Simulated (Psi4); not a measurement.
# C2H2F2 (SMILES F/C=C\F): levels of theory compared

We compute a comparison of 6 runs (HF/STO-3G, HF/3-21G, B3LYP/6-31G*, LRC-wPBE/6-311G**, CCSD/def2-SVP) of C2H2F2. 

Program for the calculation: Psi4 1.11.

3 further runs of the same task are left out: 1 that didn't finish, 2 set aside as unsound or not needed.

### Step 1. The structure to begin with

C2H2F2 has 6 atoms, charge 0, and is taken as a singlet. SMILES: `F/C=C\F`. Geometry: relaxed at GFN2-xTB.

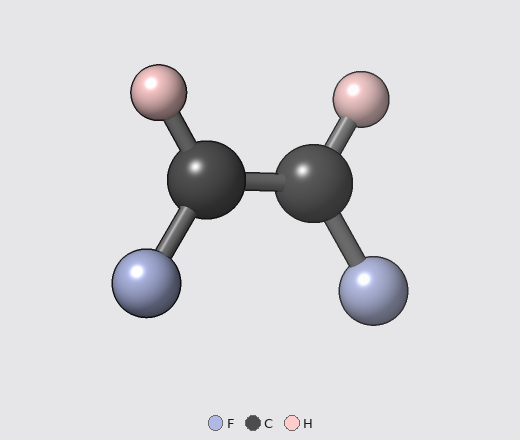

The structure, seen from a chosen angle (fluorine light blue, carbon dark grey, hydrogen pink).

### Step 2. The energy at HF/STO-3G (run 1)

Input file run.py:

```python
import psi4

psi4.set_memory('1600 MB')
psi4.set_num_threads(1)
psi4.core.set_output_file('run.log', False)

mol = psi4.geometry("""
0 1
F
C 1 1.334715
C 2 1.320978 1 123.73932
F 3 1.335237 2 123.69024 1 0.01354
H 2 1.078973 3 123.01697 4 179.98876
H 3 1.07848 2 123.16765 5 -0.00599
units angstrom
symmetry c1
no_reorient
no_com
""")

psi4.set_options({
    'basis': 'STO-3G',
    'puream': True,
    'e_convergence': 1e-09,
    'd_convergence': 1e-08,
    'scf_type': 'pk',
})

e_tot, wfn = psi4.energy('scf', molecule=mol, return_wfn=True)
psi4.oeprop(wfn, 'WIBERG_LOWDIN_INDICES', 'MAYER_INDICES', 'DIPOLE')
print(f'scf energy: {e_tot:.10f} Eh')
```

On the command line:

```sh
python run.py
```

run.log:

```text
[...]
  Running in c1 symmetry.
[...]
  Nuclear repulsion =  113.607623575988370
[...]
  Multiplicity = 1
[...]
  Nalpha       = 16
  Nbeta        = 16
[...]
    Number of basis functions: 22
[...]
   @RHF iter   1:  -271.90378841148635   -1.97411e+00   1.44489e-02 DIIS/ADIIS
[...]
   @RHF iter   9:  -271.98384125754546   -5.68434e-13   6.72853e-09 DIIS
[...]
    Orbital Energies [Eh]
    ---------------------
    Doubly Occupied:
       1A    -25.972935     2A    -25.972481     3A    -11.107026
       4A    -11.106177     5A     -1.531470     6A     -1.517692
       7A     -0.987008     8A     -0.752077     9A     -0.681584
      10A     -0.601146    11A     -0.576232    12A     -0.550446
      13A     -0.525844    14A     -0.477381    15A     -0.431824
      16A     -0.289994
[...]
  @RHF Final Energy:  -271.98384125754546
   => Energetics <=
    Nuclear Repulsion Energy =            113.6076235759883701
    One-Electron Energy =                -605.0202979040977880
    Two-Electron Energy =                 219.4288330705639680
    Total Energy =                       -271.9838412575454640
[...]
 Multipole Moments:
 ------------------------------------------------------------------------------------
     Multipole            Electronic (a.u.)      Nuclear  (a.u.)        Total (a.u.)
 ------------------------------------------------------------------------------------
 L = 1.  Multiply by 2.5417464519 to convert [e a0] to [Debye]
 Dipole X            :          0.0007568           -0.0008913           -0.0001344
 Dipole Y            :         -1.7536128            2.0984979            0.3448851
 Dipole Z            :         -2.6308175            3.1465690            0.5157515
 Magnitude           :                                                    0.6204397
[...]
```

Standard output:

```text
scf energy: -271.9838412575 Eh
```

Run time: 2 s. Hardware: 1 thread of AMD EPYC 7R43 (Zen 3), shared host; peak memory 0.17 GiB.

### Step 3. Energy and gradient at HF/3-21G (run 2)

Input file input.json:

```json
{
 "schema_name": "qcschema_input",
 "schema_version": 1,
 "molecule": {
  "schema_name": "qcschema_molecule",
  "schema_version": 2,
  "symbols": ["F", "C", "C", "F", "H", "H"],
  "geometry": [0.36350772, -1.58049134, -2.87397108, 0.76573592, 0.05155173, -0.99344792, -0.61867744, 0.14439397, 1.08169813, -2.57488413, -1.38533932, 1.52876954, 2.34259899, 1.298582, -1.3337309, -0.27829997, 1.47130297, 2.59068224],
  "molecular_charge": 0,
  "molecular_multiplicity": 1,
  "fix_symmetry": "c1",
  "fix_com": true,
  "fix_orientation": true
 },
 "driver": "gradient",
 "model": {
  "method": "hf",
  "basis": "3-21G"
 },
 "keywords": {
  "puream": true,
  "e_convergence": 1e-09,
  "d_convergence": 1e-08,
  "scf_type": "pk",
  "scf_properties": ["DIPOLE", "WIBERG_LOWDIN_INDICES", "QUADRUPOLE"]
 }
}
```

On the command line:

```sh
psi4 --qcschema input.json -n 1 --memory 1600MB
```

stdout:

```text
[...]
  Running in c1 symmetry.
[...]
  Nuclear repulsion =  113.607617739360023
[...]
  Multiplicity = 1
[...]
  Nalpha       = 16
  Nbeta        = 16
[...]
    Number of basis functions: 40
[...]
   @RHF iter   1:  -274.19072099569587   -6.77643e-01   6.35718e-03 DIIS/ADIIS
[...]
   @RHF iter  11:  -274.22483629010208   -6.82121e-13   2.63391e-09 DIIS
[...]
    Orbital Energies [Eh]
    ---------------------
    Doubly Occupied:
       1A    -26.181855     2A    -26.181041     3A    -11.283733
       4A    -11.283619     5A     -1.628631     6A     -1.615714
       7A     -1.071209     8A     -0.842001     9A     -0.774915
      10A     -0.730810    11A     -0.696826    12A     -0.679132
      13A     -0.666976    14A     -0.599722    15A     -0.561685
      16A     -0.385773
[...]
  @RHF Final Energy:  -274.22483629010208
   => Energetics <=
    Nuclear Repulsion Energy =            113.6076177393600233
    One-Electron Energy =                -605.2976230814172141
    Two-Electron Energy =                 217.4651690519551153
    Total Energy =                       -274.2248362901020755
[...]
 Multipole Moments:
 ------------------------------------------------------------------------------------
     Multipole            Electronic (a.u.)      Nuclear  (a.u.)        Total (a.u.)
 ------------------------------------------------------------------------------------
 L = 1.  Multiply by 2.5417464519 to convert [e a0] to [Debye]
 Dipole X            :         17.6240122          -16.9557378            0.6682744
 Dipole Y            :         23.6426877          -22.7469168            0.8957709
 Dipole Z            :         10.7260265          -10.3203613            0.4056652
 Magnitude           :                                                    1.1889325
 L = 2.  Multiply by 1.3450342976 to convert [e a0^2] to [Debye ang]
 Quadrupole XX       :        -89.0418153           72.2393959          -16.8024195
 Quadrupole XY       :        -29.4268129           29.2665505           -0.1602624
[...]
  -Total Gradient:
     Atom            X                  Y                   Z
    ------   -----------------  -----------------  -----------------
       1        0.005988175187     0.016175437980     0.015798217164
       2        0.000422762749    -0.021474893693    -0.032638030475
       3       -0.030072660624    -0.018573477198     0.014273446500
       4        0.017306390886     0.015244468723    -0.001398094256
       5        0.008996638034     0.004106973462    -0.006471213024
       6       -0.002641306232     0.004521490727     0.010435674090
[...]
```

The result, in JSON:

```text
{
 "driver": "gradient",
 "model": {
  "method": "hf",
  "basis": "3-21G"
 },
 "success": true,
 "return_result": [0.005988175187173449, 0.016175437979766283, 0.01579821716428076, 0.00042276274923037926, -0.021474893693316795, -0.03263803047514173, -0.030072660623860395, -0.01857347719817054, 0.014273446499771525, 0.01730639088615543, 0.015244468722988236, -0.0013980942562727694, 0.008996638034477311, 0.004106973462215224, -0.006471213024120834, -0.0026413062317563255, 0.004521490726607819, 0.010435674090433361],
 "properties": {
  "calcinfo_nbasis": 40,
  "calcinfo_nmo": 40,
  "calcinfo_nalpha": 16,
  "calcinfo_nbeta": 16,
  "calcinfo_natom": 6,
  "nuclear_repulsion_energy": 113.60761773936002,
  "return_energy": -274.2248362901021,
  "return_gradient": [0.005988175187173449, 0.016175437979766283, 0.01579821716428076, 0.00042276274923037926, -0.021474893693316795, -0.03263803047514173, -0.030072660623860395, -0.01857347719817054, 0.014273446499771525, 0.01730639088615543, 0.015244468722988236, -0.0013980942562727694, 0.008996638034477311, 0.004106973462215224, -0.006471213024120834, -0.0026413062317563255, 0.004521490726607819, 0.010435674090433361],
  "scf_one_electron_energy": -605.2976230814172,
  "scf_two_electron_energy": 217.46516905195512,
  "scf_dipole_moment": [0.6682743751768925, 0.8957708972722216, 0.40566524216056976],
  "scf_total_energy": -274.2248362901021,
  "scf_total_gradient": [0.005988175187173449, 0.016175437979766283, 0.01579821716428076, 0.00042276274923037926, -0.021474893693316795, -0.03263803047514173, -0.030072660623860395, -0.01857347719817054, 0.014273446499771525, 0.01730639088615543, 0.015244468722988236, -0.0013980942562727694, 0.008996638034477311, 0.004106973462215224, -0.006471213024120834, -0.0026413062317563255, 0.004521490726607819, 0.010435674090433361],
  "scf_iterations": 11
 }
}
```

Wall time 2.3 s (1 thread of AMD EPYC 7R43 (Zen 3), shared host); peak memory 0.18 GiB.

Runs 3 to 5 aren't shown in full; the table further down has their settings and results.

### Step 4. The energy at CCSD/def2-SVP (run 6)

Input file job.dat:

```
memory 1.6 GB

molecule m {
  0 1
  F
  C 1 r2
  C 2 r3 1 a3
  F 3 r4 2 a4 1 d4
  H 2 r5 3 a5 4 d5
  H 3 r6 2 a6 5 d6

  r2 = 1.334715
  r3 = 1.320978
  a3 = 123.73932
  r4 = 1.335237
  a4 = 123.69024
  d4 = 0.01354
  r5 = 1.078973
  a5 = 123.01697
  d5 = 179.98876
  r6 = 1.07848
  a6 = 123.16765
  d6 = -0.00599
  symmetry c1
}

set globals {
  puream          true
  e_convergence   1e-09
  d_convergence   1e-08
  scf_type        pk
  num_frozen_docc 4
}

energy_value, wavefunction = energy("ccsd/def2-SVP", return_wfn=True)
```

On the command line:

```sh
psi4 -i job.dat -o job.out -n 1
```

job.out:

```text
[...]
  Running in c1 symmetry.
[...]
  Nuclear repulsion =  113.607623575988356
[...]
  Multiplicity = 1
[...]
  Nalpha       = 16
  Nbeta        = 16
[...]
    Number of basis functions: 66
[...]
   @RHF iter   1:  -275.46447775206917   -6.24683e-01   4.39167e-03 DIIS/ADIIS
[...]
   @RHF iter  11:  -275.50569134277293   -1.70530e-12   6.51270e-09 DIIS
[...]
    Orbital Energies [Eh]
    ---------------------
    Doubly Occupied:
       1A    -26.308375     2A    -26.308084     3A    -11.340441
       4A    -11.338714     5A     -1.617549     6A     -1.604379
       7A     -1.057243     8A     -0.854134     9A     -0.779202
      10A     -0.756015    11A     -0.713270    12A     -0.700322
      13A     -0.687274    14A     -0.615585    15A     -0.579541
      16A     -0.391379
[...]
  @RHF Final Energy:  -275.50569134277293
   => Energetics <=
    Nuclear Repulsion Energy =            113.6076235759883559
    One-Electron Energy =                -606.9236164425030893
    Two-Electron Energy =                 217.8103015237417992
    Total Energy =                       -275.5056913427729341
[...]
 Multipole Moments:
 ------------------------------------------------------------------------------------
     Multipole            Electronic (a.u.)      Nuclear  (a.u.)        Total (a.u.)
 ------------------------------------------------------------------------------------
 L = 1.  Multiply by 2.5417464519 to convert [e a0] to [Debye]
 Dipole X            :          0.0006162           -0.0008913           -0.0002751
 Dipole Y            :         -1.4719845            2.0984979            0.6265134
 Dipole Z            :         -2.2092213            3.1465690            0.9373476
 Magnitude           :                                                    1.1274483
[...]
      * MP2 total energy                      = -276.130442168257161
[...]
      * CCSD total energy                     = -276.154784606480632
[...]
```

It took 13 s on 1 thread of AMD EPYC 7R43 (Zen 3), shared host; peak memory 0.32 GiB.

### Step 5. The series

| run | level | task | integration grid | energy (Eh) | dipole moment (D) | HOMO energy (eV) | LUMO energy (eV) | wall time |
| --- | --- | --- | --- | --- | --- | --- | --- | --- |
| 1 | HF/STO-3G | energy | – | -271.983841 | 1.58 | -7.89 | 8.47 | 2 s |
| 2 | HF/3-21G | gradient | – | -274.224836 | 3.02 | -10.50 | 4.86 | 2.3 s |
| 3 | B3LYP/6-31G* (spherical functions) | energy | 99 radial × 590 angular | -277.036854 | 2.09 | -6.90 | 0.74 | 11 s |
| 4 | LRC-wPBE/6-311G** | energy | 75 radial × 302 angular | -276.905135 | 2.25 | -9.64 | 2.66 | 13 s |
| 5 | LRC-wPBE/6-311G** (ZORA) | energy | 75 radial × 302 angular | -277.216789 | 2.24 | -9.63 | 2.67 | 31 s |
| 6 | CCSD/def2-SVP | energy | – | -276.154785 | – | -10.65 | 4.65 | 13 s |

### Step 6. Results

| quantity | value |
| --- | --- |
| run 6: total energy | -276.15478 Eh |
| run 6: HOMO energy (Hartree–Fock orbitals) | -10.65 eV |
| run 6: LUMO energy (Hartree–Fock orbitals) | 4.65 eV |
| run 6: HOMO–LUMO gap (Hartree–Fock orbitals) | 15.30 eV |
| run 6: correlation energy (4 core orbitals frozen) | -649.1 mEh |
| run 6: T1 diagnostic | 0.012 |

What this shows: Over runs 1, 2, 3, 4, 5 the dipole moment (its size) runs from 1.58 D (HF/STO-3G) to 3.02 D (HF/3-21G). Over runs 1, 2, 3, 4, 5 the HOMO–LUMO gap runs from 7.64 eV (B3LYP/6-31G*) to 16.36 eV (HF/STO-3G). The two ends differ in method and basis. Totals of different functionals can't be ranked against each other. In run 1 the basis is minimal, so the values are rough. All runs together took 72 s, the longest 31 s.
